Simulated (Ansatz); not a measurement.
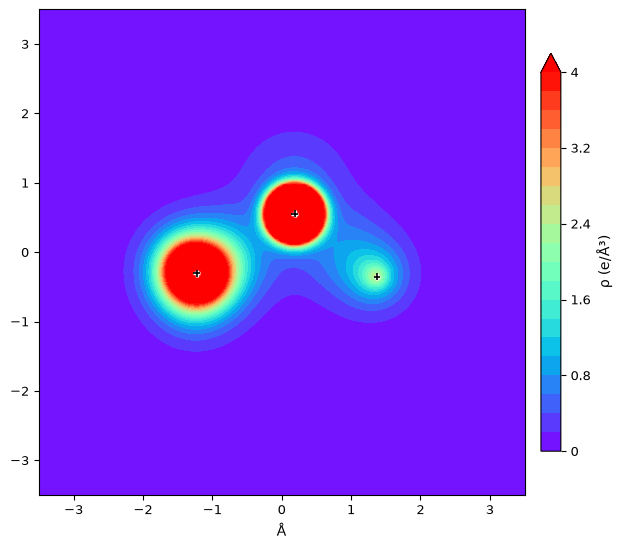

The total electron density on a plane through atoms (crosses mark nuclei in the plane).

Theory: Ansatz, UKS PBE0-D4/def2-TZVPP.

Candidates:
A. F₂HSn (SMILES [F][SnH][F]) (doublet)
B. H₃OSi (SMILES O[SiH2]) (doublet)
C. C₃H₄In (SMILES C#[C][In][CH3]) (doublet)

Which system is this?

Answer. Candidate B: H₃OSi on the plane of atoms O1, Si2 and H4, which holds O, Si and H. Si–O (1.65 Å): ρ is about 1.2 e/Å³ halfway. Si–H (1.50 Å): ρ at the midpoint is about 0.8 e/Å³.
